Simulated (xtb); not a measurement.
Geometry relaxation, with input and output: SiHCl$_{2}$O$_{2}$ (part 2 of 3)

SiHCl$_{2}$O$_{2}$, multiplicity 2, SMILES [O][Si](O)(Cl)Cl; GFN-FF (xtb 6.7.1). The geometry comes from this level: PBE0-D4/def2-TZVP.

### The program's output, continued
```
........................................................................
.............................. CYCLE   14 ..............................
........................................................................
 * total energy  :    -0.5264999 Eh     change       -0.4994186E-05 Eh
   gradient norm :     0.0009304 Eh/α   predicted    -0.2186833E-05 ( -56.21%)
   displ. norm   :     0.0502900 α      lambda       -0.4845262E-05
   maximum displ.:     0.0319421 α      in ANC's #2, #1, #10, ...

   *** GEOMETRY OPTIMIZATION CONVERGED AFTER 14 ITERATIONS ***

------------------------------------------------------------------------
 total energy gain   :        -0.0119121 Eh       -7.4750 kcal/mol
 total RMSD          :         0.2893012 a0        0.1531 Å
 total power (kW/mol):        -2.2339495 (step)********** (real)
------------------------------------------------------------------------

 ANCopt (total)                0 d,  0 h,  0 min,  0.002 sec
 optimizer setup                ...        0 min,  0.000 sec (  3.805%)
 model hessian                  ...        0 min,  0.000 sec (  3.985%)
 ANC generation                 ...        0 min,  0.000 sec (  4.949%)
 coordinate transformation      ...        0 min,  0.000 sec (  3.255%)
 single point calculation       ...        0 min,  0.001 sec ( 28.392%)
 optimization log               ...        0 min,  0.000 sec ( 16.760%)
 hessian update                 ...        0 min,  0.000 sec (  2.567%)
 rational function              ...        0 min,  0.000 sec ( 16.985%)

================
 final structure:
================
6 C
 O Si Cl H
    1    1   -1.19664231594758E+00    5.41506830675925E-02    1.18811956076986E+00
    2    2   -2.70931663278391E-01    7.89713236228636E-02   -7.11468333934923E-02
    3    1    1.16874817160308E+00   -7.03927221352058E-01    1.16045304763020E-01
    4    3   -1.31052915787929E+00   -7.40936062321820E-01   -1.69359025475959E+00
    5    3    9.81226007987683E-02    2.07252530363143E+00   -5.84530564277340E-01
    6    4    1.55323236470342E+00   -8.24884026648004E-01    9.98902786897538E-01

 Bond Distances (Angstroems)
 ---------------------------
O1-Si2=1.5631        Si2-O1=1.5631        Si2-O3=1.6494        Si2-Cl4=2.0941       Si2-Cl5=2.0914       O3-Si2=1.6494
O3-H6=0.9705         Cl4-Si2=2.0941       Cl5-Si2=2.0914       H6-O3=0.9705
 O  H  Rav=0.9705 sigma=0.0000  Rmin=0.9705  Rmax=0.9705     1
 Si O  Rav=1.6063 sigma=0.0432  Rmin=1.5631  Rmax=1.6494     2
 Cl Si Rav=2.0928 sigma=0.0014  Rmin=2.0914  Rmax=2.0941     2

 selected bond angles (degree)
 --------------------
O3-Si2-O1=114.70               Cl4-Si2-O1=108.90              Cl4-Si2-O3=109.60              Cl5-Si2-O1=108.51
Cl5-Si2-O3=109.04              Cl5-Si2-Cl4=105.70             H6-O3-Si2=120.54

 selected dihedral angles (degree)
 ---------------------------------
H6-O3-Si2-O1=335.61           H6-O3-Si2-Cl4=212.77          H6-O3-Si2-Cl5= 97.51
           -------------------------------------------------
          |                Final Singlepoint                |
           -------------------------------------------------
         :::::::::::::::::::::::::::::::::::::::::::::::::::::
         ::                     SUMMARY                     ::
         :::::::::::::::::::::::::::::::::::::::::::::::::::::
         :: total energy              -0.526499859254 Eh    ::
         :: gradient norm              0.000932469039 Eh/a0 ::
         ::.................................................::
         :: bond energy               -0.437346001959 Eh    ::
         :: angle energy               0.012122414029 Eh    ::
         :: torsion energy             0.000567148998 Eh    ::
         :: repulsion energy           0.049903809519 Eh    ::
         :: electrostat energy        -0.148273504796 Eh    ::
         :: dispersion energy         -0.003463853141 Eh    ::
         :: HB energy                 -0.000000000094 Eh    ::
         :: XB energy                  0.000000000000 Eh    ::
         :: bonded atm energy         -0.000009871809 Eh    ::
         :: external energy            0.000000000000 Eh    ::
         :: add. restraining           0.000000000000 Eh    ::
         :: total charge              -0.000000000000 e     ::
         :::::::::::::::::::::::::::::::::::::::::::::::::::::

           -------------------------------------------------
          |                Numerical Hessian                |
           -------------------------------------------------
step length          :   0.00500
SCC accuracy         :   0.30000
Hessian scale factor :   1.00000
frozen atoms in %    :   0.00000    0
RMS gradient         :   0.00093
estimated CPU  time      0.00 min

writing file <hessian>.

 projected vibrational frequencies (cm⁻¹)
eigval :       -0.00    -0.00    -0.00     0.00     0.00     0.00
eigval :      138.32   164.38   200.93   219.50   225.83   242.78
eigval :      402.56   527.08   714.33   799.29   967.64  3636.10
           -------------------------------------------------
          |                Property Printout                |
           -------------------------------------------------

molecular dipole:
                 x           y           z       tot (Debye)
 q only:        0.686       0.002      -0.315       1.918
           -------------------------------------------------
          |                Geometry Summary                 |
           -------------------------------------------------

      molecular mass/u    :      131.9981245
   center of mass at/Å    :       -0.3748035       0.2893934      -0.4613056
  moments of inertia/u·Å² :        0.1736847E+03   0.2571976E+03   0.3113871E+03
rotational constants/cm⁻¹ :        0.9705881E-01   0.6554350E-01   0.5413722E-01

 * 4 selected distances

     #   Z          #   Z                                           value/Å
     2  14 Si       3   8 O                                       1.6494392
     2  14 Si       4  17 Cl                                      2.0941190 (max)
     2  14 Si       5  17 Cl                                      2.0914163
Molecule has no symmetry elements
It seems to be the C1 point group
     3   8 O        6   1 H                                       0.9705133 (min)

 * 3 distinct bonds (by element types)

   Z      Z             #   av. dist./Å        max./Å        min./Å
   1 H    8 O           1     0.9705133     0.9705133     0.9705133
   8 O   14 Si          1     1.6494392     1.6494392     1.6494392
  14 Si  17 Cl          2     2.0927677     2.0941190     2.0914163

           -------------------------------------------------
          |               Frequency Printout                |
           -------------------------------------------------
 projected vibrational frequencies (cm⁻¹)
eigval :       -0.00    -0.00    -0.00     0.00     0.00     0.00
eigval :      138.32   164.38   200.93   219.50   225.83   242.78
eigval :      402.56   527.08   714.33   799.29   967.64  3636.10
 reduced masses (amu)
   1: 24.49   2: 34.12   3: 28.76   4: 24.18   5: 32.40   6: 25.78   7:  6.23   8: 33.49
   9: 21.43  10: 21.01  11: 21.29  12: 18.46  13: 26.82  14: 29.43  15:  6.66  16: 18.25
  17: 21.27  18:  1.91
 IR intensities (km·mol⁻¹)
   1:  0.27   2:  0.14   3:  0.14   4:  0.29   5:  0.35   6:  0.28   7: 49.06   8:  1.12
   9:  7.82  10: 21.58  11:  2.53  12: 24.41  13:  3.20  14:  1.49  15: 83.12  16: 29.17
  17: 11.73  18: 48.93
 Raman intensities (Ä⁴*amu⁻¹)
   1:  0.00   2:  0.00   3:  0.00   4:  0.00   5:  0.00   6:  0.00   7:  0.00   8:  0.00
   9:  0.00  10:  0.00  11:  0.00  12:  0.00  13:  0.00  14:  0.00  15:  0.00  16:  0.00
  17:  0.00  18:  0.00
 output can be read by thermo (or use thermo option).
 writing <g98.out> molden fake output.
 recommended (thermochemical) frequency scaling factor: 1.0
           -------------------------------------------------
          |             Thermodynamic Functions             |
           -------------------------------------------------

c1  symmetry found (for desy threshold:  0.10E+00) used in thermo

          ...................................................
          :                      SETUP                      :
          :.................................................:
          :  # frequencies                          12      :
          :  # imaginary freq.                       0      :
          :  linear?                             false      :
          :  only rotor calc.                    false      :
          :  symmetry                               c1      :
          :  rotational number                       1      :
          :  scaling factor                  1.0300000      :
          :  rotor cutoff                   50.0000000 cm⁻¹ :
          :  imag. cutoff                  -20.0000000 cm⁻¹ :
          :.................................................:

    mode    ω/cm⁻¹     T·S(HO)/kcal·mol⁻¹    T·S(FR)/kcal·mol⁻¹   T·S(vib)
   ------------------------------------------------------------------------
       1    142.47    -0.82602 ( 98.51%)    -0.74622 (  1.49%)    -0.82482
       2    169.31    -0.72840 ( 99.25%)    -0.69509 (  0.75%)    -0.72815
       3    206.95    -0.61728 ( 99.66%)    -0.63565 (  0.34%)    -0.61734
       4    226.09    -0.56940 ( 99.76%)    -0.60946 (  0.24%)    -0.56950
       5    232.60    -0.55419 ( 99.79%)    -0.60105 (  0.21%)    -0.55429
       6    250.06    -0.51585 ( 99.84%)    -0.57962 (  0.16%)    -0.51595
   ------------------------------------------------------------------------

   temp. (K)  partition function   enthalpy   heat capacity  entropy
                                   cal/mol     cal/K/mol   cal/K/mol   J/K/mol
 298.15  VIB   24.0                 2531.193     15.298     14.800
         ROT  0.285E+06              888.752      2.981     27.941
         INT  0.683E+07             3419.945     18.279     42.740
         TR   0.147E+28             1481.254      4.968     40.527
         TOT                        4901.1989    23.2473    83.2674   348.3906

       T/K    H(0)-H(T)+PV         H(T)/Eh          T*S/Eh         G(T)/Eh
   ------------------------------------------------------------------------
    298.15    0.781056E-02    0.271429E-01    0.395630E-01   -0.124202E-01
   ------------------------------------------------------------------------

         :::::::::::::::::::::::::::::::::::::::::::::::::::::
         ::                  THERMODYNAMIC                  ::
         :::::::::::::::::::::::::::::::::::::::::::::::::::::
         :: total free energy          -0.538920015949 Eh   ::
         ::.................................................::
         :: total energy               -0.526499859254 Eh   ::
         :: zero point energy           0.019332294702 Eh   ::
         :: G(RRHO) w/o ZPVE           -0.031752451397 Eh   ::
         :: G(RRHO) contrib.           -0.012420156695 Eh   ::
         :::::::::::::::::::::::::::::::::::::::::::::::::::::

optimized geometry written to: xtbopt.gen

           -------------------------------------------------
          | TOTAL ENERGY               -0.526499859254 Eh   |
          | TOTAL ENTHALPY             -0.499357006987 Eh   |
          | TOTAL FREE ENERGY          -0.538920015949 Eh   |
          | GRADIENT NORM               0.000932469039 Eh/α |
           -------------------------------------------------

------------------------------------------------------------------------
------------------------------------------------------------------------
 total:
 *  cpu-time:     0 d,  0 h,  0 min,  0.009 sec
 * ratio c/w:     0.902 speedup
 SCF:
 *  cpu-time:     0 d,  0 h,  0 min,  0.000 sec
 * ratio c/w:     0.996 speedup
 ANC optimizer:
 *  cpu-time:     0 d,  0 h,  0 min,  0.003 sec
 * ratio c/w:     0.756 speedup
 analytical hessian:
 *  cpu-time:     0 d,  0 h,  0 min,  0.002 sec
 * ratio c/w:     1.000 speedup
```

### File vibspectrum
```
$vibrational spectrum
#  mode     symmetry     wave number   IR intensity    selection rules
#                         cm**(-1)      (km*mol⁻¹)        IR
     1                      -0.00         0.00000          -
     2                      -0.00         0.00000          -
     3                      -0.00         0.00000          -
     4                       0.00         0.00000          -
     5                       0.00         0.00000          -
     6                       0.00         0.00000          -
     7        a            138.32        49.06433         YES
     8        a            164.38         1.12235         YES
     9        a            200.93         7.82400         YES
    10        a            219.50        21.57949         YES
    11        a            225.83         2.52723         YES
    12        a            242.78        24.40751         YES
    13        a            402.56         3.20023         YES
    14        a            527.08         1.49059         YES
    15        a            714.33        83.11542         YES
    16        a            799.29        29.16708         YES
    17        a            967.64        11.72884         YES
    18        a           3636.10        48.93243         YES
$end
```

### Standard error
```
normal termination of xtb
```

### Trajectory as extended XYZ (Å, eV, eV/Å), 14 frames, from step=0 to step=13
```
6
Properties=species:S:1:pos:R:3 step=0 energy=-14.00264
O    -1.2261    0.1809    1.2116
Si   -0.2709    0.0412   -0.1237
O     1.0519   -0.8558    0.1149
Cl   -1.2184   -0.7892   -1.6960
Cl    0.1114    2.0120   -0.4342
H     1.5941   -0.6532    0.8812
6
Properties=species:S:1:pos:R:3 step=1 energy=-14.21656
O    -1.2391    0.1208    1.2290
Si   -0.2824    0.0413   -0.0765
O     1.0646   -0.8463    0.1311
Cl   -1.2478   -0.7587   -1.7272
Cl    0.1320    2.0393   -0.5049
H     1.6148   -0.6604    0.9023
6
Properties=species:S:1:pos:R:3 step=2 energy=-14.29309
O    -1.2490    0.0830    1.2154
Si   -0.2983    0.0472   -0.0505
O     1.0788   -0.8254    0.1346
Cl   -1.2772   -0.7521   -1.7333
Cl    0.1591    2.0464   -0.5300
H     1.6286   -0.6632    0.9176
6
Properties=species:S:1:pos:R:3 step=3 energy=-14.31333
O    -1.2504    0.0608    1.1951
Si   -0.2980    0.0477   -0.0479
O     1.0999   -0.8057    0.1354
Cl   -1.3043   -0.7331   -1.7235
Cl    0.1650    2.0349   -0.5446
H     1.6297   -0.6686    0.9393
6
Properties=species:S:1:pos:R:3 step=4 energy=-14.31908
O    -1.2486    0.0493    1.1789
Si   -0.2919    0.0467   -0.0556
O     1.1181   -0.7899    0.1337
Cl   -1.3245   -0.7209   -1.7112
Cl    0.1651    2.0256   -0.5494
H     1.6238   -0.6749    0.9575
6
Properties=species:S:1:pos:R:3 step=5 energy=-14.32030
O    -1.2445    0.0489    1.1763
Si   -0.2888    0.0449   -0.0596
O     1.1249   -0.7844    0.1333
Cl   -1.3288   -0.7161   -1.7086
Cl    0.1600    2.0234   -0.5518
H     1.6191   -0.6808    0.9642
6
Properties=species:S:1:pos:R:3 step=6 energy=-14.32154
O    -1.2365    0.0504    1.1750
Si   -0.2853    0.0450   -0.0653
O     1.1335   -0.7748    0.1300
Cl   -1.3320   -0.7171   -1.7063
Cl    0.1527    2.0267   -0.5529
H     1.6096   -0.6944    0.9733
6
Properties=species:S:1:pos:R:3 step=7 energy=-14.32295
O    -1.2245    0.0527    1.1774
Si   -0.2815    0.0475   -0.0699
O     1.1434   -0.7611    0.1252
Cl   -1.3318   -0.7197   -1.7054
Cl    0.1403    2.0343   -0.5578
H     1.5961   -0.7179    0.9843
6
Properties=species:S:1:pos:R:3 step=8 energy=-14.32447
O    -1.2130    0.0547    1.1813
Si   -0.2785    0.0537   -0.0728
O     1.1518   -0.7447    0.1209
Cl   -1.3284   -0.7273   -1.7046
Cl    0.1286    2.0460   -0.5629
H     1.5815   -0.7465    0.9920
6
Properties=species:S:1:pos:R:3 step=9 energy=-14.32567
O    -1.2034    0.0542    1.1859
Si   -0.2755    0.0633   -0.0728
O     1.1592   -0.7275    0.1173
Cl   -1.3222   -0.7335   -1.7023
Cl    0.1160    2.0579   -0.5722
H     1.5680   -0.7785    0.9980
6
Properties=species:S:1:pos:R:3 step=10 energy=-14.32588
O    -1.2010    0.0540    1.1902
Si   -0.2749    0.0733   -0.0694
O     1.1604   -0.7154    0.1191
Cl   -1.3125   -0.7405   -1.7003
Cl    0.1085    2.0675   -0.5789
H     1.5615   -0.8031    0.9930
6
Properties=species:S:1:pos:R:3 step=11 energy=-14.32615
O    -1.1913    0.0525    1.1916
Si   -0.2701    0.0851   -0.0709
O     1.1712   -0.6945    0.1139
Cl   -1.3073   -0.7462   -1.6933
Cl    0.0936    2.0799   -0.5892
H     1.5458   -0.8409    1.0016
6
Properties=species:S:1:pos:R:3 step=12 energy=-14.32666
O    -1.1989    0.0534    1.1878
Si   -0.2725    0.0754   -0.0711
O     1.1655   -0.7101    0.1169
Cl   -1.3133   -0.7391   -1.6960
Cl    0.1036    2.0686   -0.5817
H     1.5576   -0.8123    0.9978
6
Properties=species:S:1:pos:R:3 step=13 energy=-14.32679
O    -1.1966    0.0541    1.1881
Si   -0.2709    0.0790   -0.0712
O     1.1687   -0.7039    0.1161
Cl   -1.3105   -0.7409   -1.6936
Cl    0.0981    2.0725   -0.5845
H     1.5532   -0.8249    0.9989
```

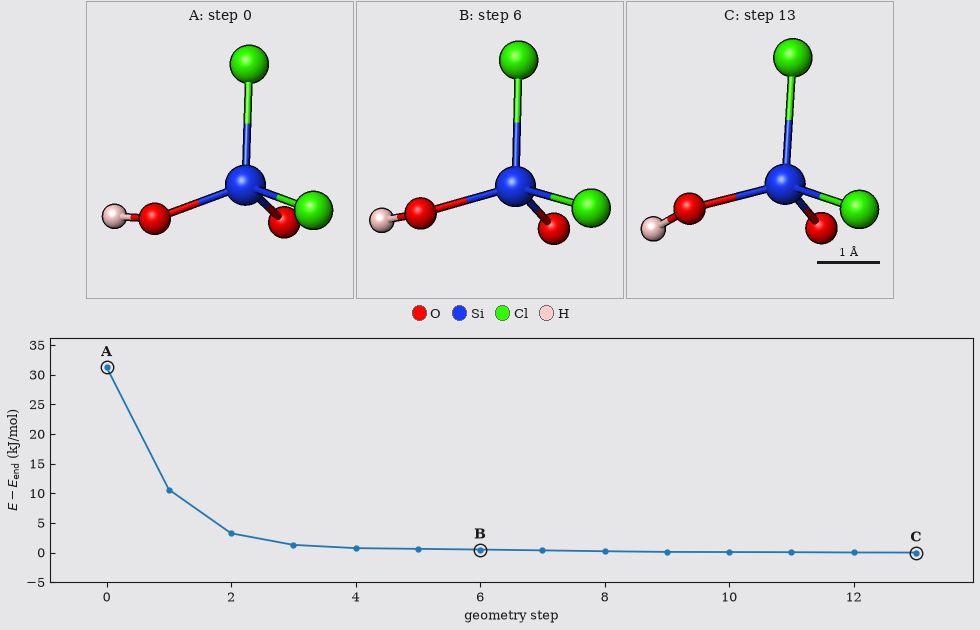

*Frames of the relaxation (ball-and-stick view, seen at a tilt) above the curves, on which the letters mark them (steps are counted from 0).*

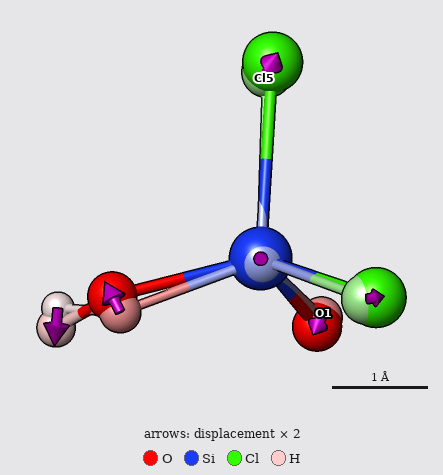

*Start (faint) and end (solid) with the displacements as pink arrows, magnified 2 times (ball-and-stick view, seen at a tilt). The two geometries are laid on each other by the best rigid fit.*

H6 moves most after the best rigid fit: 0.21 Å. By element the largest moves are H 0.21 Å, O 0.19 Å, Cl 0.17 Å, Si 0.06 Å. Among the contacts that change: O1–Si2 1.648 → 1.563 Å, Si2–Cl4 2.015 → 2.094 Å, Si2–Cl5 2.031 → 2.091 Å, Si2–O3 1.616 → 1.649 Å. Among the angles that change: O1–Si2–Cl5 98.7° → 108.5°, Cl4–Si2–Cl5 111.7° → 105.7°, O3–Si2–Cl5 114.0° → 109.0°. Over 13 geometry steps the energy falls by 31.3 kJ/mol. (Atoms are counted from 1 in the order of the input.)

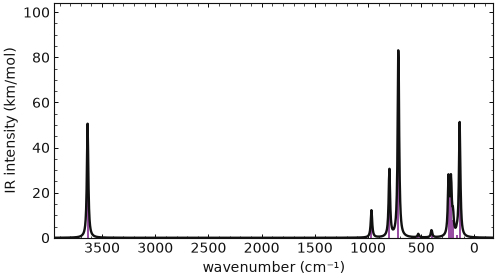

*Harmonic infrared spectrum, unscaled: sticks (degenerate modes added up, dark ones marked on the axis) with a Lorentzian envelope of 16 cm⁻¹ full width, scaled to the tallest stick.*

12 modes from 138 to 3636 cm⁻¹, none imaginary. The strongest line is at 714 cm⁻¹ (83 km/mol). All modes, in cm⁻¹ (km/mol): 138 (49), 164 (1.1), 201 (7.8), 220 (22), 226 (2.5), 243 (24), 403 (3.2), 527 (1.5), 714 (83), 799 (29), 968 (11.7), 3636 (49).

This output came from the following input.

### The input (geo.gen)
```
6 C
 O Si Cl H
   1  1     -1.22610000      0.18090000      1.21160000
   2  2     -0.27090000      0.04120000     -0.12370000
   3  1      1.05190000     -0.85580000      0.11490000
   4  3     -1.21840000     -0.78920000     -1.69600000
   5  3      0.11140000      2.01200000     -0.43420000
   6  4      1.59410000     -0.65320000      0.88120000
```

### File .CHRG
```
0
```

### File .UHF
```
1
```

### File xtb.inp
```
$opt
   maxdispl=0.1
$end
```
